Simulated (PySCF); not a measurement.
# H3S+ (sulfonium) at FCI/SBKJC (core potential)

What is the vertical singlet–triplet gap of H3S+ (sulfonium) at FCI/SBKJC (core potential)? 

Program for the calculation: PySCF 2.14.0.

6 further runs of the same task are left out: 1 that didn't finish, 5 set aside as unsound or not needed.

### 1 The system as given

H3S+: 4 atoms, total charge +1, spin state singlet. SMILES: `[SH3+]`. Geometry: relaxed at GFN2-xTB.

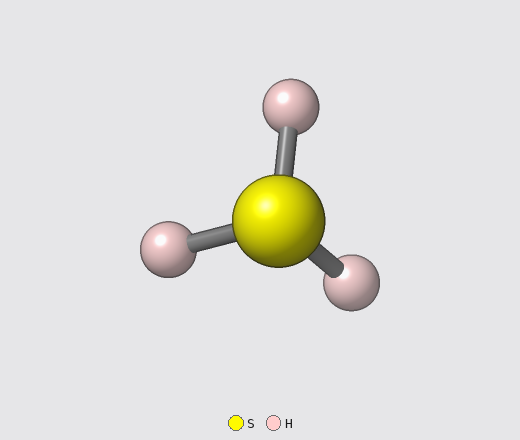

The structure, seen from a chosen angle (sulfur yellow, hydrogen pink).

### 2 A single-point energy at FCI/SBKJC (core potential)

input.py

```python
from pyscf import gto, mcscf
from pyscf import fci

mol = gto.M(
    atom=[
    ('S', (0.301620, -0.100910, -0.445950)),
    ('H', (0.848020, 0.280920, 0.734350)),
    ('H', (-0.494150, -1.037930, 0.125030)),
    ('H', (-0.655500, 0.857920, -0.413440)),
],
    verbose=3,
    max_memory=1860,
    basis='sbkjc',
    charge=1,
    ecp={'S': 'sbkjc'},
)

myscf = mol.RHF()
myscf.conv_tol = 1e-10
myscf.kernel()
if not myscf.converged:
    myscf = myscf.newton().run(myscf.mo_coeff, myscf.mo_occ)

cas = mcscf.CASCI(myscf, myscf.mo_coeff.shape[-1] - 0, (mol.nelec[0] - 0, mol.nelec[1] - 0))  # full CI above the frozen core
cas.fcisolver = fci.direct_spin0.FCI(mol)  # even spin states alone
cas.kernel()
print('<S^2> = %.4f' % cas.fcisolver.spin_square(cas.ci, cas.ncas, cas.nelecas)[0])
etot = cas.e_tot
print('E = %.10f Eh' % etot)
```

Run with:

```sh
OMP_NUM_THREADS=1 python input.py
```

Standard output:

```text
converged SCF energy = -11.2971092807289
CASCI E = -11.3739534641143  E(CI) = -19.2043471511121  S^2 = 0.0000000
<S^2> = 0.0000
E = -11.3739534641 Eh
```

It took 13 s on 1 thread of Arm Neoverse V2, shared host; peak memory 0.3 GiB.

### 3 The triplet

input.xyz

```xyz
4

S      0.301620    -0.100910    -0.445950
H      0.848020     0.280920     0.734350
H     -0.494150    -1.037930     0.125030
H     -0.655500     0.857920    -0.413440
```

calc.py

```python
from pyscf import gto, scf, mcscf

mol = gto.M(
    atom='input.xyz',
    verbose=3,
    spin=2,
    max_memory=1860,
    basis='sbkjc',
    charge=1,
    ecp={'S': 'sbkjc'},
)

mf = scf.ROHF(mol)
mf.conv_tol = 1e-10
mf.kernel()
if not mf.converged:
    mf = mf.newton().run(mf.mo_coeff, mf.mo_occ)

cas = mcscf.CASCI(mf, mf.mo_coeff.shape[-1] - 0, (mol.nelec[0] - 0, mol.nelec[1] - 0))  # full CI above the frozen core
cas.fix_spin_(ss=2.0)
cas.kernel()
e_final = cas.e_tot
print('Final energy', e_final)
```

Run with:

```sh
OMP_NUM_THREADS=1 python calc.py
```

Standard output:

```text
converged SCF energy = -10.9740772292448
CASCI E = -11.0452940578081  E(CI) = -18.8756877448059  S^2 = 2.0000000
Final energy -11.045294057808052
```

Wall time 22 s (1 thread of Arm Neoverse V2, shared host); peak memory 0.28 GiB.

### 4 Summary of results

Level: FCI/SBKJC (core potential).

| quantity | value |
| --- | --- |
| singlet: total energy | -11.37395 Eh |
| singlet: HOMO energy (Hartree–Fock orbitals) | -21.24 eV |
| singlet: LUMO energy (Hartree–Fock orbitals) | -2.61 eV |
| singlet: HOMO–LUMO gap (Hartree–Fock orbitals) | 18.63 eV |
| singlet: correlation energy | -76.8 mEh |
| triplet: total energy | -11.04529 Eh |
| triplet: correlation energy | -71.2 mEh |
| vertical energy of the triplet above the singlet | 8.943 eV |

In words: At this shape the triplet lies 8.94 eV (206 kcal/mol) above the singlet. Mulliken charges (singlet) of the mean-field density run from +0.20 on H4 to +0.41 on S1; they depend strongly on the basis. Mulliken charges (triplet) of the mean-field density run from +0.05 on H3 to +0.63 on S1.
